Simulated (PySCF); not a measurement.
# C2H6GeN2: the cost of one run

Computed with PySCF 2.14.0, with density-fitted response routines of our own, on a single molecule in the gas phase. Atoms count from 0, in the outputs and in this text.

## 1. The molecule as given

11 atoms, charge 0, multiplicity 1; geometry from: GFN2-xTB. The atoms were then displaced at random by about 0.01 Å, so the start is not that level's minimum.

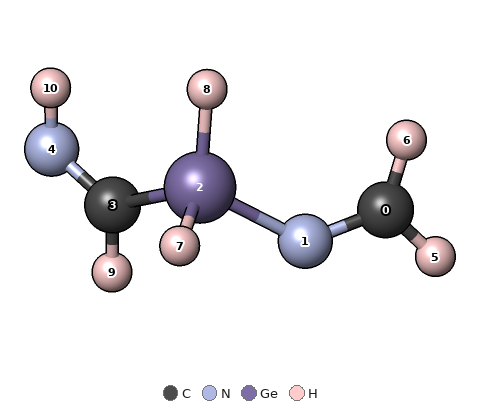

The starting geometry (carbon dark grey, nitrogen light blue, germanium purple, hydrogen pink), atoms numbered.

## 2. Optimising the geometry at PBE0-D3(BJ)/def2-SVP

The job: settings as JSON, then the geometry in Å.

```
{"job": {"xc": "PBE0", "basis": "def2-SVP", "d3": "d3bj", "grid": 1, "shake": 0.01, "kind": "geom"}, "charge": 0, "multiplicity": 1}
C      2.295570    -0.350230     0.639840
N      1.230140     0.367360     0.645770
Ge    -0.123240     0.597180    -0.575810
C     -1.711680    -0.012680     0.364100
N     -2.701210    -0.694360    -0.091680
H      2.921850    -0.314640     1.505850
H      2.614650    -0.957620    -0.194840
H     -0.092220     2.094240    -0.769730
H      0.052640    -0.068490    -1.909270
H     -1.823940     0.279300     1.422420
H     -2.624440    -0.965880    -1.052310
```

Command:

```sh
$ OMP_NUM_THREADS=1 python probes_run.py task.json out
```

This one command runs all jobs of the session in turn.

**Question.** How long does this first job take on 1 thread of Arm Neoverse V2, shared host, and how much memory does it need?

About 39 s, with a peak of 0.54 GiB.
